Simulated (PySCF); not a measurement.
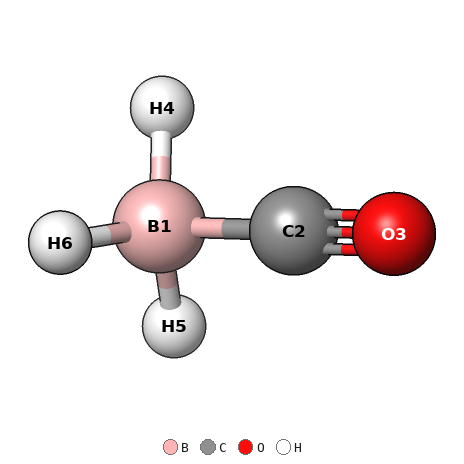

The geometry was computed by an optimisation with PBE0-D3(BJ)/def2-SVP. No frequency run is at hand to confirm it as a minimum. Method: delta-SCF UKS PBE0, pcX-2 on the ionised atom, pcseg-1 elsewhere, spin-free X2C (PySCF 2.14.0).

Give the core-electron binding energies (to vacuum) of B1 1s, C2 1s, O3 1s.

```json
{"atom": "B1", "level": "1s", "binding energy (eV)": "194.6"}
{"atom": "C2", "level": "1s", "binding energy (eV)": "295.6"}
{"atom": "O3", "level": "1s", "binding energy (eV)": "541.2"}
```
